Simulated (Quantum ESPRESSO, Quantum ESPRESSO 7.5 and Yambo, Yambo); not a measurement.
## CdTe (F-43m): G0W0 on several meshes in Yambo

Aim: the GW shift of CdTe (F-43m) against the k mesh.

Program: Quantum ESPRESSO 7.5 and Yambo 5.3.0. Level of theory: PBE and many-body steps on it, plane waves. Results are calculated unless marked as measured.

The database entry behind the starting cell differs from later determinations by our own check (an axis about 1.1 % short against later determinations), so it need not match the best structure at ambient conditions.

### Step 1. The starting structure

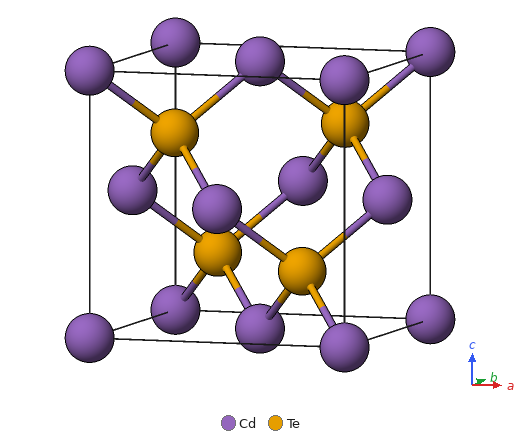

The starting structure, seen slightly off an axis (cadmium purple, tellurium orange). This picture shows the conventional cell, with its axes. Bonds to atoms that aren't drawn are left out. Some periodic images of atoms are drawn too.

The cell and positions come from the Crystallography Open Database and are kept as given unless a step says otherwise. Spin-orbit coupling is left out unless a step names it.

### Step 2. Empty states on the mesh, 4×4×4 mesh, 444 bands

This step: Quantum ESPRESSO 7.5; DFT, PBE, plane waves, norm-conserving pseudopotentials.

The sums over transitions need many empty states on a uniform mesh; this step solves for them.

pw.in reads:

```
&control
  calculation = 'nscf'
  prefix = 'x'
  outdir = 'o'
  pseudo_dir = 'pseudo'
/
&system
  ibrav = 0
  nat = 2
  ntyp = 2
  ecutwfc = 94.0
  nbnd = 444
  force_symmorphic = .true.
/
&electrons
  conv_thr = 1e-9
  electron_maxstep = 80
  diago_full_acc = .true.
  diago_thr_init = 5e-6
/
ATOMIC_SPECIES
  Cd 112.41 Cd.upf
  Te 127.6 Te.upf
CELL_PARAMETERS angstrom
  -0.0000000000 3.2050000000 3.2050000000
  3.2050000000 -0.0000000000 3.2050000000
  3.2050000000 3.2050000000 -0.0000000000
ATOMIC_POSITIONS crystal
  Cd 0.0000000000 0.0000000000 0.0000000000
  Te 0.2500000000 0.2500000000 0.2500000000
K_POINTS automatic
  4 4 4 0 0 0
```

Command:

```bash
OMP_NUM_THREADS=1 mpirun -n 8 pw.x -nk 4 -in pw.in > pw.out
```

The log of the run:

```text
Program PWSCF v.7.5 starts

     This program is part of the open-source Quantum ESPRESSO suite
     for quantum simulation of materials; please cite
         "P. Giannozzi et al., J. Phys.:Condens. Matter 21 395502 (2009);
         "P. Giannozzi et al., J. Phys.:Condens. Matter 29 465901 (2017);
         "P. Giannozzi et al., J. Chem. Phys. 152 154105 (2020);
     in publications or presentations arising from this work. More details at

     Atomic positions and unit cell read from directory:
     o/x.save/

     Message from routine setup:
[...]
51.3289  52.1754  52.1754  52.7019  54.1226  54.1226  55.0769  55.3052
     [... 44 further rows ...]
   195.5783 195.5783 196.7237 196.7237 197.4030 197.8168 197.8168 198.3728
   199.0240 199.0240 199.2765 200.2005

          k = 0.3536 0.0000 0.0000 (  6843 PWs)   bands (ev):

     [... further k-points ...]

     highest occupied, lowest unoccupied level (ev):     8.7674    9.6374

     XML data file, pseudopotentials, collected wavefunctions

=------------------------------------------------------------------------------=
   JOB DONE.
=------------------------------------------------------------------------------=
```

It took 73 s on 8 MPI ranks of Arm Neoverse V1, shared host; peak memory 1.6 GiB; 9.7 min of CPU time.

This step gave:

- gap: 0.8701 eV
- k of the valence top: 0, 0, 0
- k of the conduction bottom: 0, 0, 0
- least direct gap: 0.8701 eV
- k points computed: 8
- lowest point of the top converged band, above the valence top: 187.3421 eV

On this mesh the gap is 0.870 eV.

The density comes from a self-consistent run that is not shown.

### Step 3. Conversion and set-up

This step: Yambo 5.3.0; conversion and set-up on PBE, plane waves, norm-conserving pseudopotentials.

The states are converted to the many-body program's format and the q mesh is built.

Command:

```bash
(cd o/x.save; p2y > p2y.log; mv SAVE ../..); yambo > setup.log
```

The log of the run:

```text
 Yambo, version 5.3.0

 [02] CORE Variables Setup
 =========================

  [02.01] Unit cells
  ==================

  Cell kind             :  FCC
  Atoms in the cell     :  Cd  Te
  number of Cd atoms    :  1
  number of Te atoms    :  1

  List of atomic masses
  Mass of Cd    :  112.4100
  Mass of Te    :  127.6000

  List of atomic coordinates    : [cc]
  Cd1       :  0.000000  0.000000  0.000000  order 1
  Te1       :  3.028286  3.028286  3.028286  order 2

  Alat factors          :  6.056572  6.056572  6.056572 [a.u.]
  Direct lattice volume :  444.3352 [a.u.]
[...]
==========================================

 IBZ Q-points                                      :   8
 BZ  Q-points                                      :   64

 K/Q-points units:
 rlu = crystal or reduced units; cc = cartesian coordinates; iku = interal k-units

 Q [1]          [rlu]:  0.000000  0.000000  0.000000
 Q [2]          [rlu]: -0.91950E-18 -0.91950E-18  0.25000
 Q [3]          [rlu]:  0.18390E-17  0.18390E-17 -0.50000
[...]
Q [7]          [rlu]: -0.18782E-16 -0.50000     -0.50000
 Q [8]          [rlu]:  0.250000 -0.500000 -0.250000

  [03.01] X indexes
  =================

   [03.01.01] Sigma indexes
   ========================

 [06] Game Over & Game summary
```

Wall time 3.8 s (1 MPI rank); peak memory 0.26 GiB.

### Step 4. 4×4×4

Now the one-shot GW correction: screening in the RPA, then the self-energy of the levels asked for.

This step: G0W0 on PBE, plane waves, norm-conserving pseudopotentials.

gw2.in reads:

```
HF_and_locXC
gw0
dyson
ppa
em1d
rim_cut
RandQpts= 1000000
RandGvec= 1 RL
EXXRLvcs= 94 Ry
VXCRLvcs= 376 Ry
Chimod= "HARTREE"
% BndsRnXp
 1 | 194 |
%
NGsBlkXp= 15.5 Ry
% LongDrXp
 1 | 1 | 1 |
%
% GbndRnge
 1 | 194 |
%
DysSolver= "n"
ExtendOut
PPAPntXp= 27.21138 eV
% QPkrange
 1 | 1 | 21 | 24 |
%
```

Command:

```bash
OMP_NUM_THREADS=1 mpirun -n 8 yambo -F gw2.in -J gw2 -C gw2 > gw2.log
```

The log of the run:

```text
 Yambo, version 5.3.0

 [02] CORE Variables Setup
 =========================

  [... cell, symmetries and grids as in the set-up ...]

  [02.05] Energies & Occupations
  ==============================

  [X] === General ===
  [X] Electronic Temperature                        :  0.000000  0.000000 [eV K]
  [X] Bosonic    Temperature                        :  0.000000  0.000000 [eV K]
  [X] Finite Temperature mode                       : no
  [X] El. density                                   :  0.66825E+24 [cm-3]
  [X] Fermi Level                                   :  8.767355 [eV]

  [X] === Gaps and Widths ===
  [X] Conduction Band Min                           :  0.870059 [eV]
  [X] Valence Band Max                              :  0.000000 [eV]
  [X] Filled Bands                                  :  22
  [X] Empty Bands                                   :    23   444
  [X] Direct Gap                                    :  0.870059 [eV]
  [X] Direct Gap localized at k                     :  1
  [X] Indirect Gap                                  :  0.870059 [eV]
  [X] Indirect Gap between kpts                     :  1  1
  [X] Last valence band width                       :  2.333764 [eV]
  [X] 1st conduction band width                     :  3.502416 [eV]

 [03] Transferred momenta grid and indexing
 ==========================================

 IBZ Q-points                                      :   8
 BZ  Q-points                                      :   64

 K/Q-points units:
 rlu = crystal or reduced units; cc = cartesian coordinates; iku = interal k-units

 Q [1]          [rlu]:  0.000000  0.000000  0.000000
 Q [2]          [rlu]: -0.91950E-18 -0.91950E-18  0.25000
 Q [3]          [rlu]:  0.18390E-17  0.18390E-17 -0.50000
 Q [4]          [rlu]:  0.93911E-17  0.25000      0.25000
 Q [5]          [rlu]:  0.54592E-16  0.25000      0.50000
 Q [6]          [rlu]:  0.18390E-17  0.25000     -0.25000
 Q [7]          [rlu]: -0.18782E-16 -0.50000     -0.50000
 Q [8]          [rlu]:  0.250000 -0.500000 -0.250000

 [04] Coloumb potential Random Integration (RIM)
 ===============================================

  [04.01] RIM initialization
  ==========================

  * Diagonal components only detected *

  8 x (sBL volume)        :  0.069781 [a.u.]
  sBZ random points       :  1000000
  Points outside the sBZ  :   7999624
  RL volume               :  0.558250 [a.u.]
  Integrated volume       :  0.558276 [a.u.]

  [04.02] RIM integrals
  =====================

  Gamma point sphere radius             :  0.074679 [a.u.]
  Points outside the sphere             :   799635
  [Int_sBZ(q=0) 1/q^2]*(Vol_sBZ)^(-1/3) =:  7.763403
                                 should be <:  7.795600

  Summary of Coulomb integrals for non-metallic bands |Q|[au] RIM/Bare

  Q [1] 0.100000E-4 0.995870 * Q [2] 0.224607 1.063761
  Q [4] 0.259354 1.062979 * Q [6] 0.366782 1.026387
  Q [5] 0.430090 1.018651 * Q [3] 0.449214 1.016906
  Q [7] 0.518708 1.013309 * Q [8] 0.579933 1.010246

 [WARNING] [Xp] User bands 1-194 break level degeneracy

 [05] Dipoles
 ============

  [05.01] Setup: observables and procedures
  =========================================

 [06] Dynamic Dielectric Matrix (PPA)
 ====================================

 [SLK-Inversion]  Pools        :  2
 [SLK-Inversion]  BLACS grid   :  2  2

 [WR./gw2//ndb.pp]---------------------------------------------------------------
  Brillouin Zone Q/K grids (IBZ/BZ)                :    8   64    8   64
  RL vectors                                       :   8099 [WF]
  Coulomb cutoff potential                         : none
  Electronic Temperature                           :  0.000000 [K]
  Bosonic    Temperature                           :  0.000000 [K]
  PPA    diel. fun.  energies                      : Perdew, Burke & Ernzerhof(X)+Perdew, Burke & Ernzerhof(C)
  wavefunctions                                    : Perdew, Burke & Ernzerhof(X)+Perdew, Burke & Ernzerhof(C)
  Global Gauge                                     : length
  X matrix size                                    :   537
  X band range                                     :    1  194
  X e/h energy range                               : -1.000000 -1.000000 [eV]
  X Time ordering                                  : R
  X Hxc Kernel                                     : HARTREE
  X Drude frequency                                :  0.000000  0.000000
  X poles                                          :  100.0000 [o/o]
  RL vectors in the sum                            :   8099
  [r,Vnl] included                                 : yes
  Field direction                                  :  0.577350E-5  0.577350E-5  0.577350E-5
  BZ energy Double Grid                            : no
  BZ energy DbGd points                            : 0
  BZ Q point size factor                           : -1.000000
  X Optical Averaged directions                    : none

 [07] Local Exchange-Correlation + Non-Local Fock
 ================================================

 [VXC] Plane waves :   54769
 [EXS] Plane waves :   6879

 QP @ state[ 1 ] K range:  1  1
 QP @ state[ 1 ] b range:  21  24

 [xc] Functional : Perdew, Burke & Ernzerhof(X)+Perdew, Burke & Ernzerhof(C)
 [xc] LIBXC used to calculate xc functional
  PP Number of Atomic Species                      :  2
  NLCC RL compoments                               :   54769
  PP Number of Atomic Species                      :  2
  NLCC RL compoments                               :   54769

 [xc] E_xc :  -35.76984 [Ha]
      E_xc :  -71.53968 [Ry]

  Local XC kind (lXC) : Perdew, Burke & Ernzerhof(X)+Perdew, Burke & Ernzerhof(C)
  Non-Local XC kind (nlXC) : Hartree-Fock

  Corrections @ K [1] :  [eV]
 <21|nlXC|21> = -16.53376 -0.10153E-16 <21|lXC|21> = -14.60577  0.37763E-15
 <22|nlXC|22> = -16.53367  0.76431E-17 <22|lXC|22> = -14.60577  0.18879E-15
 <23|nlXC|23> = -8.184635 -0.17450E-17 <23|lXC|23> = -12.06425  0.18881E-15
 <24|nlXC|24> = -6.083525  0.31149E-17 <24|lXC|24> = -10.27494 -0.18877E-15

 [08] Dyson equation: Newton solver
 ==================================

  [08.01] G0W0 (W PPA)
  ====================

  [  GW  ] Bands range     :    1  194
  [GW/PPA] G damping       :  0.100000 [eV]

  QP @ state[ 1 ] K range:  1  1
  QP @ state[ 1 ] b range:  21  24

   Sc/G bands                                       :    1  194
   Sc/G damping                                     :  0.100000 ev
   Sc bands terminator                              : no
   Sx RL components                                 :   6879

   QP @ state[ 1 ] K range                          :  1  1
   QP @ state[ 1 ] b range                          :  21  24
   GF energies kind                                 : Perdew, Burke & Ernzerhof(X)+Perdew, Burke & Ernzerhof(C)
   GF WF`s kind                                     : Perdew, Burke & Ernzerhof(X)+Perdew, Burke & Ernzerhof(C)
   Xs energies kind                                 : Perdew, Burke & Ernzerhof(X)+Perdew, Burke & Ernzerhof(C)
   Xs WF`s kind                                     : Perdew, Burke & Ernzerhof(X)+Perdew, Burke & Ernzerhof(C)

 [11] Game Over & Game summary
```

Wall time 6.7 min (8 MPI ranks); peak memory 4.9 GiB.

Numbers from this step:

```
G0W0 gap on the points computed              : 1.676 eV
starting gap on the mesh                     : 0.8701 eV
k of the valence top                         : 0, 0, 0
k of the conduction bottom                   : 0, 0, 0
least direct G0W0 gap on the computed points : 1.676 eV
Z at the valence top                         : 0.8013
Z at the conduction bottom                   : 0.8127
```

The gap on the mesh goes from 0.87 eV to 1.68 eV, a correction of +0.81 eV.

### Step 5. Empty states on the mesh, 2×2×2 mesh, 194 bands

This step: Quantum ESPRESSO 7.5; DFT, PBE, plane waves, norm-conserving pseudopotentials.

pw.in, as its differences from that of step 2:

```diff
@@ -11,3 +11,3 @@
   ecutwfc = 94.0
-  nbnd = 444
+  nbnd = 194
   force_symmorphic = .true.
@@ -31,2 +31,2 @@
 K_POINTS automatic
-  4 4 4 0 0 0
+  2 2 2 0 0 0
```

Command:

```bash
OMP_NUM_THREADS=1 mpirun -n 8 pw.x -nk 4 -in pw.in > pw.out
```

The log of the run:

```text
[banner, memory and clock lines left out]
Program PWSCF v.7.5 starts

     Atomic positions and unit cell read from directory:
     o/x.save/

     Message from routine setup:
     using ibrav=0 with symmetry is DISCOURAGED, use correct ibrav instead

     Message from routine divide_et_impera:
     suboptimal parallelization: some nodes have no k-points

     bravais-lattice index     =            0
     lattice parameter (alat)  =       8.5653  a.u.
     unit-cell volume          =     444.3352 (a.u.)^3
     number of atoms/cell      =            2
[...]
-150.0291-100.0567-100.0567-100.0567 -93.4913 -54.5467 -54.5465 -54.5465
[...]
[... 13 further rows ...]
[...]
108.9961 110.4614

          k =-0.7071 0.0000 0.0000 (  6838 PWs)   bands (ev):

  -150.0291-100.0567-100.0567-100.0567 -93.4913 -54.5466 -54.5466 -54.5466
[...]
52.1692  52.2928  54.0169  54.3567  54.3567  54.4013  55.0637  55.0637
     [... 13 further rows ...]
   106.6597 106.6597 107.4100 107.4100 108.9638 109.1898 109.2165 109.2348
   109.2348 109.8021

     highest occupied, lowest unoccupied level (ev):     8.7674    9.6374

     XML data file, pseudopotentials, collected wavefunctions
```

The job ended after 12 s (8 MPI ranks; peak memory 0.73 GiB; 98 s of CPU time).

This step gave:

* gap: 0.8701 eV
* k of the valence top: 0, 0, 0
* k of the conduction bottom: 0, 0, 0
* least direct gap: 0.8701 eV
* k points computed: 3
* lowest point of the top converged band, above the valence top: 96.8509 eV

On this mesh the gap is 0.870 eV.

[end of part 1 of 2]

[Paths, hosts, dates, memory and timing lines, banners, echoed tables and standing remarks are left out of the program output.]

[Logs are printed without paths, hosts, clocks, repeated set-up lines and the standing remarks that a program may print on its own settings, such as how far it seeks lower states.]

[Runs of the session that timed out or met a known fault of the program may be left out.]

[Hosts, paths, dates, database ids (printed as entryN), source tags and the programs' standing remarks are cut or masked in the printed files.]
